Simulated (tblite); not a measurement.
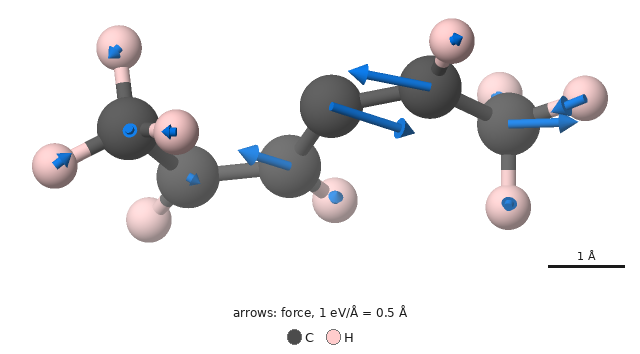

Starting geometry of C6H9 (multiplicity 2) with the computed forces as blue arrows. A ball-and-stick model, seen from a free direction.

The calculation used tblite 0.8.0, GFN2-xTB geometry optimisation, gas phase. 

**Is this structure relaxed? If not, where do the atoms go?**

It isn't relaxed: the largest force vector, on a C atom, is 2.61 eV/Å. The final displacements have little in common with the starting forces (cosine between the two patterns 0.09). Over 151 geometry steps the energy falls by 98.7 kJ/mol. The largest move after the best rigid fit is that of an H atom, 1.91 Å. By element the largest moves are H 1.91 Å, C 1.25 Å. Among the contacts that change: C–C 1.443 → 1.345 Å, C–C 1.338 → 1.291 Å, C–H 1.130 → 1.090 Å, C–C 1.345 → 1.381 Å. Bond angles that change, for instance: C–C–C 124.8° → 178.2°, C–C–C 115.6° → 125.7°, C–C–H 123.7° → 116.5°. Groups turn about C–C by about 60°, C–C by about 40°. Cost: 2.3 s on 1 thread of AMD EPYC, on a shared host.
